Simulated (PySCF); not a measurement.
Molecule: SMILES [O]CC(O)C (C₃H₇O₂), doublet. Atoms near the plane z = 0.6 Å, at the PBE0/def2-SVP optimised geometry (x, y, z in Å): C1 (0.3, 0.9, 0.0), C2 (-0.3, 0.2, 1.2), C4 (0.1, -1.3, 1.2), O5 (-0.2, -2.0, 0.1), H6 (-0.1, 2.0, 0.0), H7 (1.4, 0.9, 0.0), H9 (-1.4, 0.2, 1.2), H11 (1.2, -1.4, 1.2).

Calculation: PySCF with unrestricted PBE0/def2-TZVP. The values are rescaled to run from 0 to 1.

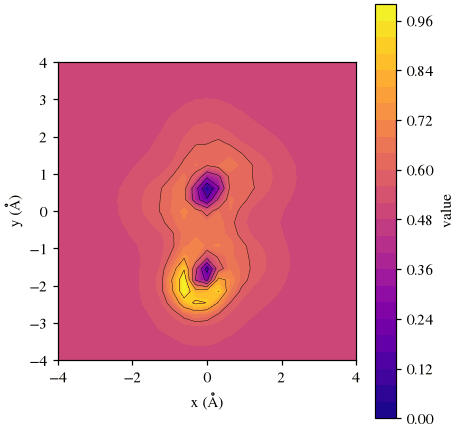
a field on the plane z = 0.6 Å.

Task: Which quantity is mapped?
A. an orbital amplitude
B. Laplacian of the electron density
C. electrostatic potential
D. spin density

Result: B, Laplacian of the electron density. In full: Laplacian of the electron density (e/bohr⁵).
